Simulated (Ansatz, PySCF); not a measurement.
CH3F (SMILES CF) and CHN (SMILES C#N) are pulled apart as rigid monomers along the line of their centres of mass, from the B3LYP-D3(BJ)/def2-TZVP minimum. Starting geometry (charge 0, multiplicity 1):
```xyz
8

C     -0.083     0.486    -0.505
F     -0.155    -0.671     0.282
H      0.840     0.449    -1.082
H     -0.949     0.503    -1.165
H     -0.088     1.354     0.154
C     -0.266    -0.193     3.327
N     -0.297     0.201     4.403
H     -0.235    -0.547     2.316
```

Interaction energies with rigid monomers; basis-set methods are counterpoise corrected unless marked otherwise.

Frozen-core correlation. Rows in 6-31G* carry no dispersion term and start afresh at each structure (6-31G* with six Cartesian d functions).

The values were computed with Ansatz (a program for electronic structure); PySCF for 6-31G* rows, the dispersion terms. Each number belongs to the level named beside it.

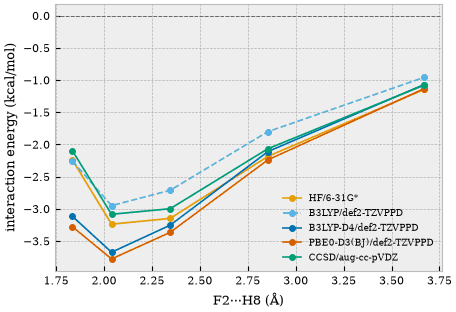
Figure. Interaction energy against separation

Question: Which level binds most strongly at F2···H8 = 2.04, and by how much?

Answer: PBE0-D3(BJ)/def2-TZVPPD, -3.8 kcal/mol.
